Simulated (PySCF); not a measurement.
# 1,1,2-trifluorobuta-1,3-diene (C4H3F3): geometry, NMR shifts, spin-spin couplings and electronic excitations

Wanted: the NMR shifts, spin-spin couplings and electronic excitations of 1,1,2-trifluorobuta-1,3-diene (C4H3F3) (`C=CC(F)=C(F)F`), by calculation.

The runs use PySCF 2.14.0, with density-fitted response routines of our own; the level of theory stands in each step. All values are computed, except where a source is named. Atoms count from 0, in the outputs and in this text.

## (1) The molecule as given

10 atoms, charge 0, multiplicity 1; geometry from: GFN2-xTB.

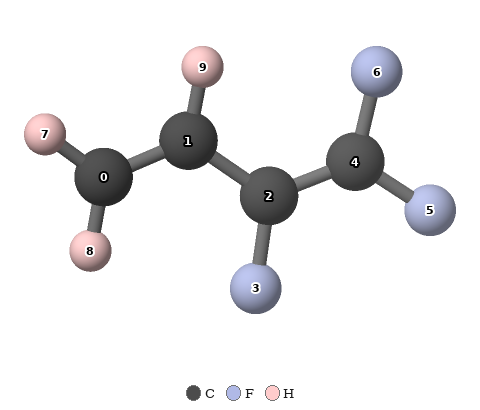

The starting geometry (carbon dark grey, fluorine light blue, hydrogen pink), atoms numbered.

## (2) Relaxing the molecule at PBE0-D3(BJ)/def2-SVP

What the job is given:

```
{"job": {"xc": "PBE0", "basis": "def2-SVP", "d3": "d3bj", "grid": 1, "kind": "geom"}, "charge": 0, "multiplicity": 1}
C      1.781718     0.504597     0.523491
C      0.639698    -0.158989     0.665273
C     -0.551943     0.148009    -0.098284
F     -0.477430     1.157159    -0.987091
C     -1.716460    -0.496989     0.017040
F     -2.820617    -0.239469    -0.664629
F     -1.905740    -1.506495     0.858812
H      2.650637     0.254801     1.104684
H      1.876984     1.315936    -0.178429
H      0.532036    -0.973905     1.365368
```

**Question.** This job is followed by: GIAO PBE0/pcSseg-1 NMR shielding, non-relativistic, gas phase; B3LYP/pcJ-1 indirect spin-spin coupling, non-relativistic, gas phase; TDDFT CAM-B3LYP/def2-SVPD, vertical, gas phase, core orbitals frozen in the response; GIAO PBE/pcSseg-2 NMR shielding, non-relativistic, gas phase. What will the session give for the following? point group; rotational constants (main isotopes); 13C shifts against TMS (PBE0/pcSseg-1); 1H shifts against TMS (PBE0/pcSseg-1); 19F shifts against CFCl3 (PBE0/pcSseg-1); largest coupling of the table (B3LYP/pcJ-1); lowest singlet (CAM-B3LYP/def2-SVPD); lowest triplet; vertical ionisation energy (ΔSCF); vertical electron affinity (ΔSCF); range of the shift of F6.

The runs gave:

| quantity | value |
| --- | --- |
| point group | Cs |
| rotational constants (main isotopes) | 4.92, 1.91, 1.38 GHz |
| 13C shifts against TMS (PBE0/pcSseg-1) | 161.9, 134.4, 129.3, 120.6 ppm |
| 1H shifts against TMS (PBE0/pcSseg-1) | 6.33, 5.78, 5.54 ppm |
| 19F shifts against CFCl3 (PBE0/pcSseg-1) | -103.0, -118.9, -197.3 ppm |
| largest coupling of the table (B3LYP/pcJ-1) | 1J(C,F) C4–F5, -375.3 Hz |
| lowest singlet (CAM-B3LYP/def2-SVPD) | 5.83 eV (213 nm), f = 0.654 |
| lowest triplet | 3.12 eV |
| vertical ionisation energy (ΔSCF) | 9.16 eV |
| vertical electron affinity (ΔSCF) | -0.75 eV (unbound: the value hangs on the basis) |
| range of the shift of F6 | -131.9 to -118.9 ppm |

What this shows: Over 10 steps the energy fell by 0.042 eV; of the close pairs, C4–F5 changed most, 1.323 to 1.304 Å. The most deshielded hydrogen is H9 (hydrogen on an alkene CH), at 6.33 ppm: olefinic region. In the run at B3LYP/pcJ-1, the largest coupling of the table is C4–F5, -375.3 Hz, of which the Fermi-contact term gives -335.1 Hz. Couplings across rotatable bonds belong to this one conformer; where others are populated, the observed values are averages. Density functionals describe couplings to fluorine poorly, F–F couplings above all, so those rows are rough. The first singlet state (HOMO→LUMO 0.97) lies at 5.83 eV and is bright. The lowest triplet lies 2.71 eV below the lowest singlet (triplets in Tamm-Dancoff, singlets in full TDDFT). At CAM-B3LYP/def2-SVPD, the highest states lie near or above the ionisation energy, where they hang on the basis. The orbital energy would give 8.23 eV for ionisation, ΔSCF gives 9.16 eV. Across the 2 runs the shift of F6 moves most, between -131.9 (PBE/pcSseg-2) and -118.9 ppm (PBE0/pcSseg-1).
